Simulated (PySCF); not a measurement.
Run report: C3H6ClFSi, core-level calculation

- system: C3H6ClFSi
- method: delta-SCF UKS SCAN, pcX-2 on the ionised atom, pcseg-1 elsewhere, non-relativistic (PySCF 2.14.0)

It belongs to a series of runs on one base structure; here: no relativity. Figures and captions count atoms from 1; the log counts them from 0 in places.

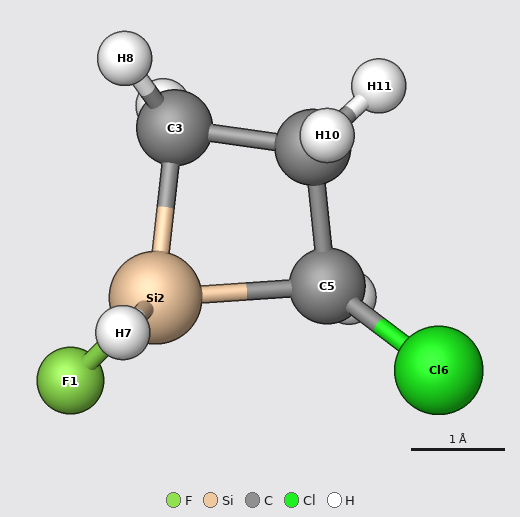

Fig. 1: The structure (ball-and-stick view, seen at a tilt; atoms are numbered from 1 in the order of the input). Bond lengths as drawn: C–C 1.55 Å, C–Cl 1.78 Å, C–H 1.10 Å, C–Si 1.88 to 1.89 Å, F–Si 1.62 Å and H–Si 1.49 Å.

### The input
```
{"job": {"kind": "xps", "x2c": false}, "charge": 0, "multiplicity": 1}
F      1.469760     0.227050     2.274257
Si     1.044103    -0.161546     0.754996
C      0.322639     1.156485    -0.372104
C     -0.679555     0.062568    -0.831606
C     -0.685177    -0.842817     0.425356
Cl    -1.008655    -2.567906     0.156376
H      2.143968    -0.981638     0.181959
H      0.925826     1.621362    -1.163370
H     -0.181498     1.950636     0.200901
H     -0.266950    -0.507548    -1.679573
H     -1.674364     0.425837    -1.133040
H     -1.414111    -0.474317     1.163554
```

The first line tells a small driver script what to run in PySCF; the rest is the geometry in Å.

Launch command:
```bash
OMP_NUM_THREADS=1 python <driver script> task.json out
```

### Log
```
ground state, core basis on atom 0 (F), 153 functions
  cycle   1  E = -967.37006609  |g| = 7.03e-01
  cycle   2  E = -967.20658059  |g| = 1.25e+00
  cycle   3  E = -967.45597329  |g| = 1.48e-01
  cycle   4  E = -967.46024323  |g| = 5.59e-02
  cycle   5  E = -967.46088816  |g| = 1.72e-02
  cycle   6  E = -967.46096277  |g| = 6.48e-03
  cycle   7  E = -967.46097444  |g| = 2.42e-03
  cycle   8  E = -967.46097371  |g| = 6.22e-04
  cycle   9  E = -967.46097346  |g| = 1.01e-04
  E(ground) = -967.49889895 Eh
hole in F 1s of atom 0
  cycle   1  E = -941.13654311  |g| = 2.58e+00
[... 9 cycles left out ...]
  E(ion) = -942.07812763 Eh   <S^2> = 0.7567   hole on atom = 1.000   binding energy = 691.734 eV
ground state, core basis on atom 1 (Si), 164 functions
[... 6 cycles left out ...]
  E(ground) = -967.46210523 Eh
hole in Si 1s of atom 1
[... 11 cycles left out ...]
  E(ion) = -899.71594133 Eh   <S^2> = 0.7526   hole on atom = 1.000   binding energy = 1843.467 eV
hole in Si 2p of atom 1
[... 10 cycles left out ...]
  E(ion) = -963.48434171 Eh   <S^2> = 0.7512   hole on atom = 1.003   binding energy = 108.240 eV
  2p3/2 = 107.977 eV   2p1/2 = 108.597 eV
ground state, core basis on atom 2 (C), 153 functions
[... 6 cycles left out ...]
  E(ground) = -967.45647771 Eh
hole in C 1s of atom 2
[... 11 cycles left out ...]
  E(ion) = -956.77939647 Eh   <S^2> = 0.7695   hole on atom = 1.000   binding energy = 290.538 eV
ground state, core basis on atom 3 (C), 153 functions
[... 6 cycles left out ...]
  E(ground) = -967.45634728 Eh
hole in C 1s of atom 3
[... 11 cycles left out ...]
  E(ion) = -956.75407578 Eh   <S^2> = 0.7721   hole on atom = 1.000   binding energy = 291.224 eV
ground state, core basis on atom 4 (C), 153 functions
[... 6 cycles left out ...]
  E(ground) = -967.45816793 Eh
hole in C 1s of atom 4
[... 11 cycles left out ...]
  E(ion) = -956.74067498 Eh   <S^2> = 0.7775   hole on atom = 1.000   binding energy = 291.638 eV
ground state, core basis on atom 5 (Cl), 164 functions
[... 6 cycles left out ...]
  E(ground) = -967.46201062 Eh
hole in Cl 1s of atom 5
[... 11 cycles left out ...]
  E(ion) = -863.88660227 Eh   <S^2> = 0.7525   hole on atom = 1.000   binding energy = 2818.430 eV
hole in Cl 2p of atom 5
  cycle   1  E = -959.38203417  |g| = 1.69e+00
  cycle   2  E = -958.52373372  |g| = 1.66e+00
  cycle   3  E = -959.50551408  |g| = 7.56e-01
  cycle   4  E = -959.82967576  |g| = 1.57e-01
  cycle   5  E = -959.83768432  |g| = 1.07e-01
  cycle   6  E = -959.84270701  |g| = 3.21e-02
  cycle   7  E = -959.84313827  |g| = 1.16e-02
  cycle   8  E = -959.84319031  |g| = 4.56e-03
  cycle   9  E = -959.84319659  |g| = 1.28e-03
  cycle  10  E = -959.84319782  |g| = 3.96e-04
  E(ion) = -959.87385430 Eh   <S^2> = 0.7515   hole on atom = 1.001   binding energy = 206.484 eV
  2p3/2 = 205.879 eV   2p1/2 = 207.506 eV
```

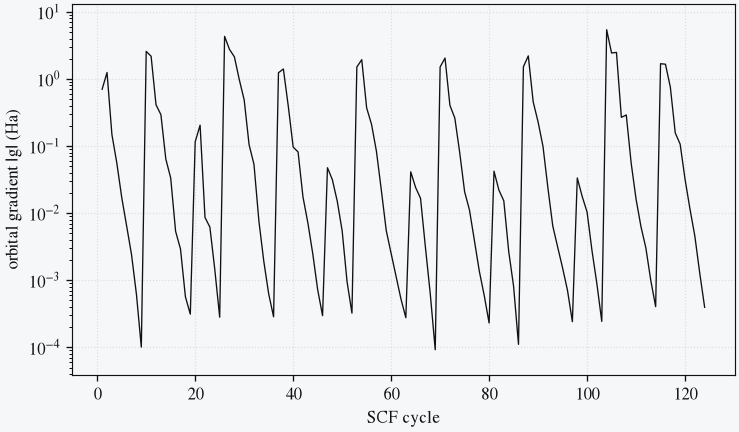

Fig. 2: Convergence of the self-consistent field: orbital gradient |g| against the SCF cycle. All cycles printed in the log are drawn one after another.

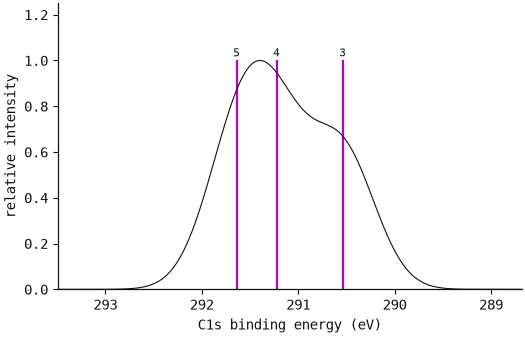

Fig. 3: C1s binding energies by ΔSCF of the atoms computed, labelled by atom number, with a Gaussian envelope of 0.8 eV full width. They run from 290.54 eV (atom 3) to 291.64 eV (atom 5).

### Summary

```json
{"quantity": "outcome", "value": "converged"}
{"quantity": "hardware", "value": "1 CPU thread, shared host"}
{"quantity": "wall time", "value": "79 s"}
{"quantity": "peak memory", "value": "0.68 GiB"}
```
